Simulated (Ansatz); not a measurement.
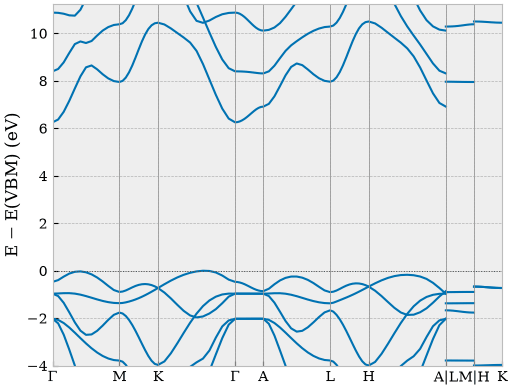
*Band structure from DFT-PBE in the program Ansatz with PAW potentials*

Question: Read off the gap and where the band edges lie.

Answer: About 6.3 eV (6.25 eV by a search for the band edges); maximum on the K–Γ line, 61 % of the way from K, minimum at Γ.

The material is SiO₂ (CdI2 type, P-3m1).

A made-up cell: these elements were put on the sites of a structure type; neither database checked (COD, Materials Project) lists it. It is not the phase usual at ambient conditions (space group No. 92, 152, 154). Symmetry was held in the PBE relaxation; whether a distortion lowers the energy is not shown. A crystal of weakly bound layers computed without a dispersion correction: the cell and the soft elastic constants depend strongly on that.

Potentials: the later of the program's two PAW sets.
